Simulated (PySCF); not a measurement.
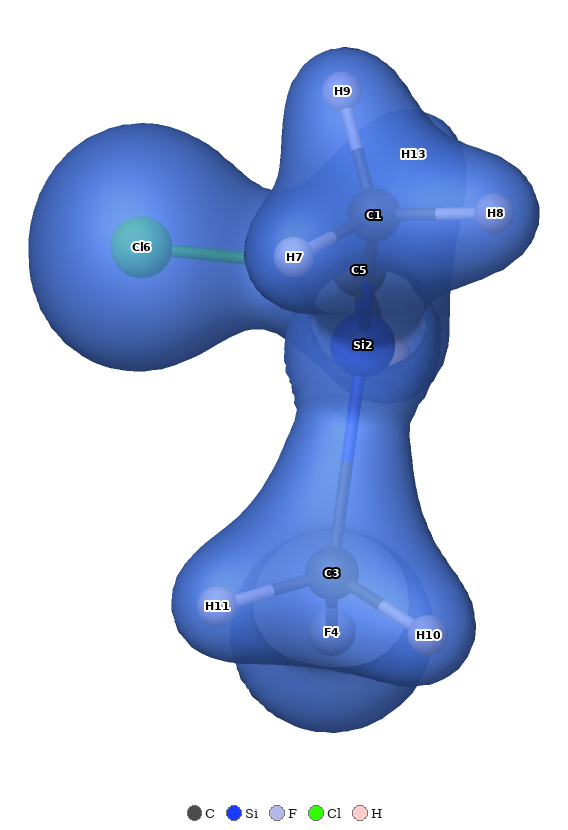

C₃H₇ClFSi (charge +1). Isosurface of the total electron density at 0.5 e/Å³ (blue), seen at an oblique angle.

Geometry: GFN2-xTB.

The calculation used PBE0/pcSseg-1, SCF density, gas phase, non-relativistic in PySCF.

```xyz
13

C    -0.5856    1.8215    0.5225
Si   -0.0617    0.1320   -0.1069
C     1.7868   -0.3782   -0.2593
F     1.8240   -1.6527   -0.7623
C    -1.2337   -1.2939   -0.4898
Cl   -1.1927   -1.8824    1.2421
H     0.0809    2.1840    1.3079
H    -0.5769    2.5666   -0.2741
H    -1.5973    1.7958    0.9304
H     2.3581    0.2561   -0.9466
H     2.3082   -0.3993    0.7053
H    -0.8521   -2.0894   -1.1320
H    -2.2625   -1.0597   -0.7549
```

### How is the density connected at this value?

At this value the surface is in one piece. It bridges the sampled C–F (1.37 Å), C–Cl (1.83 Å), C–Si (1.88 Å) and C–H (1.09 Å) contacts, where the density stays above the isovalue. On the grid the lowest density along these lines, outside the cores, is 1.7 e/Å³ (C–F, 1.37 Å), 1.1 e/Å³ (C–Cl, 1.83 Å), 0.83 e/Å³ (C–Si, 1.88 Å) and 1.9 e/Å³ (C–H, 1.09 Å).
